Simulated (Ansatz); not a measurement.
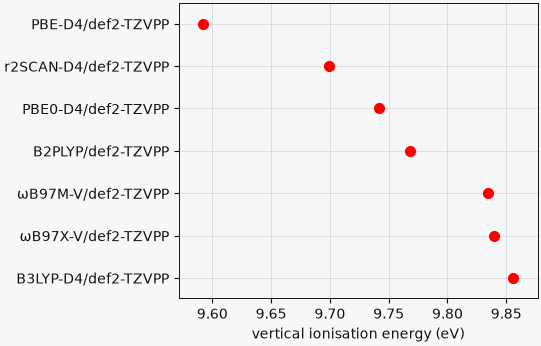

Vertical ionisation energy of GeNH₃O, SMILES [NH2][Ge][OH], singlet, taken as the energy of the cation less that of the neutral at fixed geometry (unrestricted doublet cation, cores frozen in correlated methods, no spin-orbit coupling), the Ansatz code 0.2.0, at a PBE0-D4/def2-TZVP geometry (a minimum by its frequencies).

**What range do the values span?**

From 9.59 eV (PBE-D4/def2-TZVPP) to 9.86 eV (B3LYP-D4/def2-TZVPP).

**Give the values.**

| level | eV |
| --- | --- |
| PBE-D4/def2-TZVPP | 9.59 |
| r2SCAN-D4/def2-TZVPP | 9.70 |
| PBE0-D4/def2-TZVPP | 9.74 |
| B2PLYP/def2-TZVPP | 9.77 |
| ωB97M-V/def2-TZVPP | 9.83 |
| ωB97X-V/def2-TZVPP | 9.84 |
| B3LYP-D4/def2-TZVPP | 9.86 |

Limits of at least one run: no scalar relativity up to krypton; outer-core shells are correlated without core-valence functions, which makes the correlated values less sure.
